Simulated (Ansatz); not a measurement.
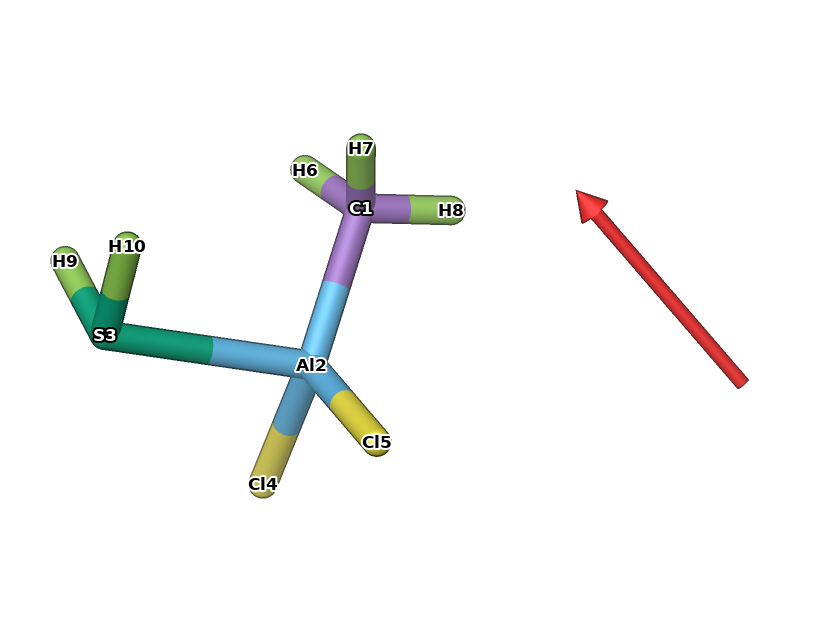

The arrow beside the molecule shows the direction of the dipole moment, from the negative to the positive end (its length means nothing). Computed geometry: PBE-D4/def2-SVP optimisation. No frequency run is at hand to confirm it as a minimum. Level of theory: RKS PBE-D4/def2-SVP (Ansatz 0.2.0).

Q: How large is the dipole moment?

A: 5.13 D; it points from the side of Cl4, Cl5 to the side of H9, H10 (the outermost atoms at the two ends).
